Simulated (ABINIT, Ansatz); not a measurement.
## Quasiparticle gap of MgB2C2 (Pnnm) in ABINIT

How does a plane-wave GW calculation on MgB2C2 (Pnnm) run from the first input to the gap?

Main program and level: ABINIT 10.8.3; PBEsol and many-body steps on it, plane waves.

## Step 1: The structure

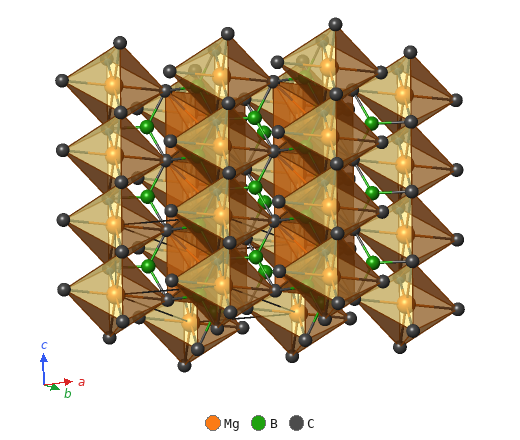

Start, viewed slightly off an axis; magnesium orange, boron green, carbon dark grey. 2×1×3 cells are drawn. Some periodic images of atoms are drawn too.

The cell and positions are those that the Materials Project relaxed with its own functionals (PBE, PBE+U or r2SCAN), kept fixed.

## Step 2: Ground state

This step: ABINIT 10.8.3; DFT, PBEsol, plane waves, norm-conserving pseudopotentials.

The ground-state density comes first.

The input, run.abi:

```
acell 3*1.0 Angstrom
rprim 
  4.614773700000 0.000000000000 0.000000000000
  0.000000000000 7.178871410000 0.000000000000
  0.000000000000 0.000000000000 2.765296290000
ntypat 3
znucl 12 5 6
natom 10
typat 1 1 2 2 2 2 3 3 3 3
xred 
  0.500000000000 0.500000000000 0.500000000000
  0.000000000000 0.000000000000 0.000000000000
  0.883450940000 0.729625690000 0.500000000000
  0.116549060000 0.270374310000 0.500000000000
  0.616549060000 0.229625690000 0.000000000000
  0.383450940000 0.770374310000 0.000000000000
  0.785476000000 0.220340420000 0.500000000000
  0.214524000000 0.779659580000 0.500000000000
  0.714524000000 0.720340420000 0.000000000000
  0.285476000000 0.279659580000 0.000000000000
pp_dirpath "pseudos"
pseudos "Mg.upf, B.upf, C.upf"
ecut 38
ngkpt 4 4 8
nshiftk 1
shiftk 0 0 0
kptopt 1
chksymbreak 0
nband 33
occopt 1
tolvrs 1e-10
nstep 60
prtwf 0
optforces 0
optstress 0
indata_prefix "in"
outdata_prefix "out"
tmpdata_prefix "tmp"
```

The run is started by

```bash
> OMP_NUM_THREADS=1 mpirun -n 8 abinit run.abi > log
```

Numbers of over 12 decimals in the logs are rounded to 6 here.

Log:

```text
.Version 10.8.3 of ABINIT. v10.8.2 released Aug 2026.

 Symmetries : space group Pn n m (# 58); Bravais oP (primitive ortho.)
================================================================================
 Values of the parameters that define the memory need of the present run
     intxc =       0    ionmov =       0      iscf =       7    lmnmax =       4
     lnmax =       4     mgfft =      80  mpssoang =       2    mqgrid =    3765
     natom =      10  nloc_mem =       1    nspden =       1   nspinor =       1
    nsppol =       1      nsym =       8    n1xccc =    2501    ntypat =       3
    occopt =       1   xclevel =       2
-    mband =          33        mffmem =           1         mkmem =           6
       mpw =        6948          nfft =      120000          nkpt =          45
================================================================================
  Rough estimation (10% accuracy) of disk space for files :
================================================================================

--------------------------------------------------------------------------------
------------- Echo of variables that govern the present computation ------------
--------------------------------------------------------------------------------
 -outvars: echo values of preprocessed input variables --------
            acell      1.8897261259E+00  1.8897261259E+00  1.8897261259E+00 Bohr

      chksymbreak           0
             ecut      3.80000000E+01 Hartree
-          fftalg         312

              ixc     -116133
              kpt      0.00000000E+00  0.00000000E+00  0.00000000E+00
                       2.50000000E-01  0.00000000E+00  0.00000000E+00
                       5.00000000E-01  0.00000000E+00  0.00000000E+00
                       0.00000000E+00  2.50000000E-01  0.00000000E+00
                       2.50000000E-01  2.50000000E-01  0.00000000E+00
                       5.00000000E-01  2.50000000E-01  0.00000000E+00
                       0.00000000E+00  5.00000000E-01  0.00000000E+00
                       2.50000000E-01  5.00000000E-01  0.00000000E+00
                       5.00000000E-01  5.00000000E-01  0.00000000E+00
   [... 34 further rows ...]
                       2.50000000E-01  5.00000000E-01  5.00000000E-01
                       5.00000000E-01  5.00000000E-01  5.00000000E-01
         kptrlatt        4    0    0      0    4    0      0    0    8
          kptrlen      3.48826337E+01
P           mkmem           6
            natom          10
            nband          33
            ngfft          50      80      30
             nkpt          45
            nstep          60
             nsym           8
           ntypat           3
              occ      2.000000  2.000000  2.000000  2.000000  2.000000  2.000000
                       2.000000  2.000000  2.000000  2.000000  2.000000  2.000000
                       2.000000  2.000000  2.000000  2.000000  2.000000  2.000000
                       2.000000  2.000000  2.000000  2.000000  2.000000  2.000000
                       0.000000  0.000000  0.000000  0.000000  0.000000  0.000000
[...]
optforces           0
        optstress           0
            prtwf           0
            rprim      4.6147737000E+00  0.0000000000E+00  0.0000000000E+00
[...]
spgroup          58

           tolvrs      1.00000000E-10

             xred      5.0000000000E-01  5.0000000000E-01  5.0000000000E-01
[...]
znucl       12.00000    5.00000    6.00000

================================================================================

 chkinp: Checking input parameters for consistency.

================================================================================
== DATASET  1 ==================================================================
-   mpi_nproc: 8, omp_nthreads: 1 (-1 if OMP is not activated)

--- !DatasetInfo
iteration_state: {dtset: 1, }
dimensions: {natom: 10, nkpt: 45, mband: 33, nsppol: 1, nspinor: 1, nspden: 1, mpw: 6948, }
cutoff_energies: {ecut:  38.0, pawecutdg:  -1.0, }
electrons: {nelect:   4.80000000E+01, charge:   0.00000000E+00, occopt:   1.00000000E+00, tsmear:   1.00000000E-02, }

 Real(R)+Recip(G) space primitive vectors, cartesian coordinates (Bohr,Bohr^-1):
 R(1)=  8.7206584  0.0000000  0.0000000  G(1)=  0.1146702  0.0000000  0.0000000
 R(2)=  0.0000000 13.5661009  0.0000000  G(2)=  0.0000000  0.0737131  0.0000000
 R(3)=  0.0000000  0.0000000  5.2256526  G(3)=  0.0000000  0.0000000  0.1913637
 Unit cell volume ucvol=  6.1822257E+02 bohr^3
 Angles (23,13,12)=  9.00000000E+01  9.00000000E+01  9.00000000E+01 degrees

 getcut: wavevector=  0.0000  0.0000  0.0000  ngfft=  50  80  30
         ecut(hartree)=     38.000   => boxcut(ratio)=   2.06616

--- Pseudopotential description ------------------------------------------------
- Mg Generated using ONCVPSP code by D. R. Hamann
- 12.00000  10.00000  180301                  znucl, zion, pspdat
12 -116133 1 -1 1510                          pspcod,pspxc,lmax,lloc,mmax
     nproj     2     2
  pspatm : epsatm=    9.18226799
         --- l  ekb(1:nproj) -->
[...]
pspatm: atomic psp has been read  and splines computed

- B Generated using ONCVPSP code by D. R. Hamann
-  5.00000   3.00000  180301                  znucl, zion, pspdat
[...]
pspatm : epsatm=    3.20154509
         --- l  ekb(1:nproj) -->
[...]
pspatm: atomic psp has been read  and splines computed

- C Generated using ONCVPSP code by D. R. Hamann
-  6.00000   4.00000  180301                  znucl, zion, pspdat
12 -116133 1 -1 1248                          pspcod,pspxc,lmax,lloc,mmax
     nproj     2     2
  pspatm : epsatm=    4.34909242
         --- l  ekb(1:nproj) -->
[...]
pspatm: atomic psp has been read  and splines computed

   2.33122013E+03                                ecore*ucvol(ha*bohr**3)
--------------------------------------------------------------------------------

_setup2: Arith. and geom. avg. npw (full set) are    6917.180    6917.169

================================================================================

--- !BeginCycle
iteration_state: {dtset: 1, }
solver: {iscf: 7, nstep: 60, nline: 4, wfoptalg: 0, }
tolerances: {tolvrs: 1.00E-10, }

     iter   Etot(hartree)      deltaE(h)  residm     vres2
 ETOT  1  -154.06195820475    -1.541E+02 8.563E-02 1.979E+03
 ETOT  2  -154.35093519883    -2.890E-01 2.974E-02 2.199E+02
 ETOT  3  -154.41790298838    -6.697E-02 1.726E-02 3.911E+01
 ETOT  4  -154.42772128486    -9.818E-03 4.101E-03 6.604E-01
 ETOT  5  -154.42776900489    -4.772E-05 2.733E-03 4.595E-02
 ETOT  6  -154.42777173230    -2.727E-06 1.840E-03 2.037E-03
 ETOT  7  -154.42777186760    -1.353E-07 1.444E-03 3.480E-05
 ETOT  8  -154.42777187112    -3.519E-09 7.689E-04 7.914E-07
 ETOT  9  -154.42777187122    -9.467E-11 1.155E-03 3.008E-08
 ETOT 10  -154.42777187122    -4.263E-12 6.303E-04 8.358E-10
 ETOT 11  -154.42777187122     4.263E-12 6.527E-04 1.740E-11

 At SCF step   11       vres2   =  1.74E-11 < tolvrs=  1.00E-10 =>converged.

--- !ResultsGS
iteration_state: {dtset: 1, }
comment   : Summary of ground state results
lattice_vectors:
- [  8.7206584,   0.0000000,   0.0000000, ]
- [  0.0000000,  13.5661009,   0.0000000, ]
- [  0.0000000,   0.0000000,   5.2256526, ]
lattice_lengths: [   8.72066,   13.56610,    5.22565, ]
lattice_angles: [ 90.000,  90.000,  90.000, ] # degrees, (23, 13, 12)
lattice_volume:   6.1822257E+02
convergence: {deltae:  4.263E-12, res2:  1.740E-11, residm:  6.527E-04, diffor:  0.000E+00, }
etotal    :  -1.54427772E+02
entropy   :   0.00000000E+00
fermie    :   2.20171095E-01
cartesian_stress_tensor: null
pressure_GPa: null
xred      :
- [  5.0000E-01,   5.0000E-01,   5.0000E-01, Mg]
- [  0.0000E+00,   0.0000E+00,   0.0000E+00, Mg]
- [  8.8345E-01,   7.2963E-01,   5.0000E-01,  B]
- [  1.1655E-01,   2.7037E-01,   5.0000E-01,  B]
- [  6.1655E-01,   2.2963E-01,   0.0000E+00,  B]
- [  3.8345E-01,   7.7037E-01,   0.0000E+00,  B]
- [  7.8548E-01,   2.2034E-01,   5.0000E-01,  C]
- [  2.1452E-01,   7.7966E-01,   5.0000E-01,  C]
- [  7.1452E-01,   7.2034E-01,   0.0000E+00,  C]
- [  2.8548E-01,   2.7966E-01,   0.0000E+00,  C]
cartesian_forces: null
force_length_stats: {min: null, max: null, mean: null, }

 Integrated electronic density in atomic spheres:
 ------------------------------------------------
 Atom  Sphere_radius  Integrated_density
[...]
================================================================================

 ----iterations are completed or convergence reached----

 Mean square residual over all n,k,spin=   25.549E-07; max=  65.272E-05
 reduced coordinates (array xred) for   10 atoms
[...]
0.383450940000      0.770374310000      0.000000000000
       0.785476000000      0.220340420000      0.500000000000
       0.214524000000      0.779659580000      0.500000000000
       0.714524000000      0.720340420000      0.000000000000
       0.285476000000      0.279659580000      0.000000000000
 rms dE/dt=  0.0000E+00; max dE/dt=  0.0000E+00; dE/dt below (all hartree)
    1       0.000000000000      0.000000000000      0.000000000000
    2       0.000000000000      0.000000000000      0.000000000000
    3       0.000000000000      0.000000000000      0.000000000000
    4       0.000000000000      0.000000000000      0.000000000000
    5       0.000000000000      0.000000000000      0.000000000000
    6       0.000000000000      0.000000000000      0.000000000000
    7       0.000000000000      0.000000000000      0.000000000000
    8       0.000000000000      0.000000000000      0.000000000000
    9       0.000000000000      0.000000000000      0.000000000000
   10       0.000000000000      0.000000000000      0.000000000000

 cartesian coordinates (angstrom) at end:
[...]
6      1.769539     5.530418     0.000000
    7      3.624794     1.581796     1.382648
    8      0.989980     5.597076     1.382648
    9      3.297367     5.171231     0.000000
   10      1.317407     2.007640     0.000000
 length scales=  1.889726125908  1.889726125908  1.889726125908 bohr
              =  1.000000000000  1.000000000000  1.000000000000 angstroms
 prteigrs : about to open file out_EIG
 Fermi (or HOMO) energy (hartree) =   0.22017   Average Vxc (hartree)=  -0.40564
 Eigenvalues (hartree) for nkpt=  45  k points:
 kpt#   1, nband= 33, wtk=  0.00781, kpt=  0.0000  0.0000  0.0000 (reduced coord)
  -2.53996   -2.53995   -1.32658   -1.32657   -1.32563   -1.32563   -1.32548   -1.32546
  -0.33316   -0.31033   -0.18415   -0.18319   -0.09171   -0.07690   -0.04245    0.06258
   0.09805    0.10126    0.11209    0.15870    0.18028    0.20838    0.21136    0.22017
   0.28428    0.30942    0.35977    0.42762    0.43190    0.50861    0.50962    0.53248
   0.53656
 prteigrs : prtvol=0 or 1, do not print more k-points.

--- !EnergyTerms
iteration_state     : {dtset: 1, }
comment             : Components of total free energy in Hartree
kinetic             :  9.28674598854836E+01
hartree             :  4.97869370308072E+01
xc                  : -2.91370570556527E+01
Ewald energy        : -8.87627246818476E+01
psp_core            :  3.77084280413799E+00
local_psp           : -1.45742082642623E+02
non_local_psp       : -3.72111472115237E+01
total_energy        : -1.54427771871218E+02
total_energy_eV     : -4.20219374749395E+03
band_energy         : -2.62480127165195E+01

== END DATASET(S) ==============================================================
================================================================================

 -outvars: echo values of variables after computation  --------
           etotal     -1.5442777187E+02
            nband          33
             nkpt          45
          spgroup          58
 [... the other variables as echoed above ...]

 Calculation completed.
```

The job ended after 53 s (8 MPI ranks of Arm Neoverse V2, shared host; peak memory 0.82 GiB; 7 min of CPU time).

Numbers from this step:

```
total energy               : -4202.1937 eV
gap                        : 1.234 eV
k of the valence top       : 0, 0, 0
k of the conduction bottom : 0, 0, 0.25
least direct gap           : 1.745 eV
```

The gap is indirect, with the least direct gap 0.51 eV higher.

[end of part 1 of 3]

[Paths, hosts, dates, memory and timing lines, banners, echoed tables and standing remarks are left out of the program output.]

[Logs are printed without paths, hosts, clocks, repeated set-up lines and the standing remarks that a program may print on its own settings, such as how far it seeks lower states.]

[Runs of the session that timed out or met a known fault of the program may be left out.]

[Hosts, paths, dates, database ids (printed as entryN), source tags and the programs' standing remarks are cut or masked in the printed files.]

[G0W0 gaps are taken among the corrected bands and points alone; a level outside them can change the order at an edge.]

[Where Ansatz stands beside ABINIT at settings called matched, ABINIT's density can come from a denser mesh and the files from another edition; pairs whose starting gaps differed by over 0.03 eV were left out, so agreement reads better than it is.]
